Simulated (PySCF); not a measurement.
**C₃H₇ClOSi₂ (SMILES O=C1C[C@H](Cl)[SiH2][SiH2]1): density, localisation and related maps**

```xyz
14

O     0.0834   -2.6414    0.6385
C     0.1646   -1.5112    0.2275
C    -0.9877   -0.8086   -0.4696
C    -1.1583    0.6140    0.0442
Cl   -2.3413    1.4879   -0.9884
Si    0.5381    1.5477    0.0803
Si    1.7492   -0.4021    0.3951
H    -0.7321   -0.7793   -1.5343
H    -1.9051   -1.3934   -0.3596
H    -1.6165    0.5897    1.0352
H     0.4527    2.5736    1.1225
H     0.6921    2.2312   -1.2061
H     2.3950   -0.7079    1.6705
H     2.6653   -0.8007   -0.6778
```

Geometry: GFN2-xTB.

The calculation used PBE0/pcSseg-1, SCF density, gas phase, non-relativistic in PySCF 2.14.0.

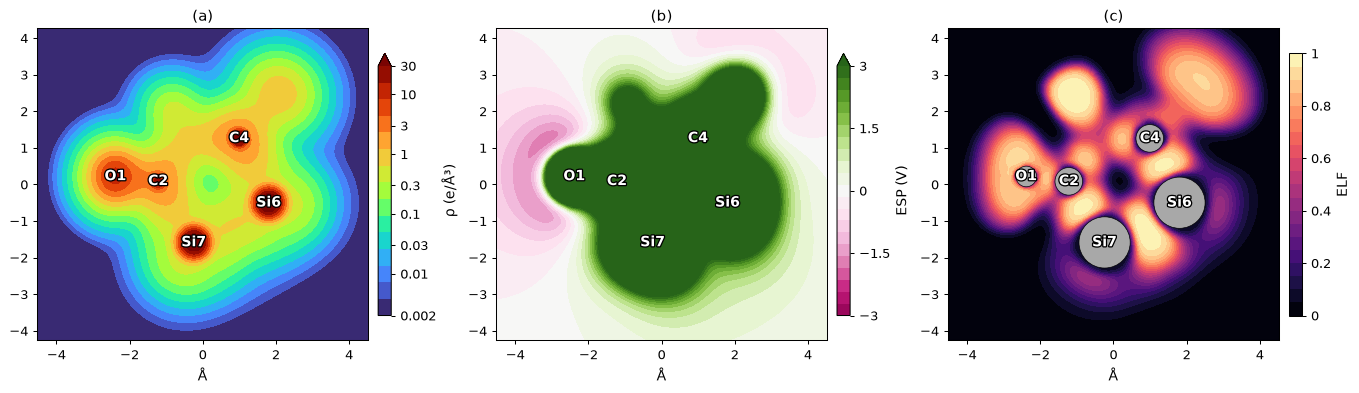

Figure 1. (a) total electron density; (b) electrostatic potential; (c) ELF on the plane of atoms C4, Si6 and Si7. Grey discs cover the atomic cores in the ELF map.

**Describe what can be read from this map.**

The plane passes through O, C and Si nuclei. C–O (1.21 Å): the density is about 3.3 e/Å³ at the midpoint; the ELF peaks at about 0.85 between the atoms; a multiple bond. C–Si (1.94 Å): ρ is about 0.88 e/Å³ halfway; the ELF peaks at about 0.95 between the atoms (a shared electron pair). Si–Si (2.32 Å): the density is about 0.65 e/Å³ at the midpoint; the ELF peaks at about 1 between the atoms: a covalent bond. The ELF also peaks beside O1 and Cl5, away from the bonds: lone-pair regions. Outside the dense part of the molecule the potential is most negative (−1.7 V) near O1.

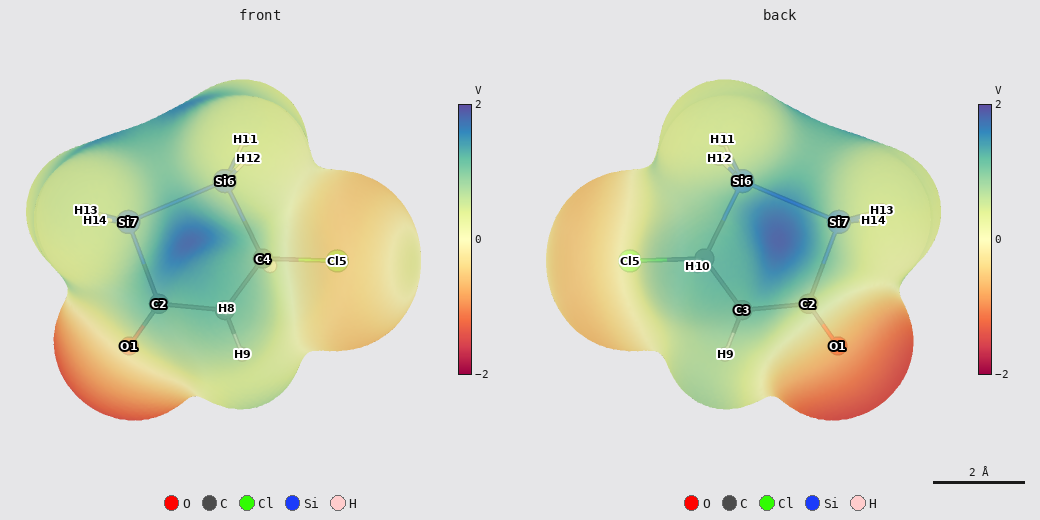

Figure 2. The electrostatic potential painted on the density surface at 0.002 e/bohr³, seen from the front and from behind; the colour scale runs from red (negative) to blue (positive).

**Where is the surface potential most negative and most positive?**

The most negative region (about −1.4 V) lies over O1, the most positive (about +1.8 V) over Si6 and Si7. Cl5 shows a σ-hole: about +0.3 V at the tip opposite its bond, against about −0.4 V on its flanks. O1 is the likeliest acceptor of a hydrogen bond.

**How polar is the molecule by this calculation?**

Its dipole moment is 2.16 D.
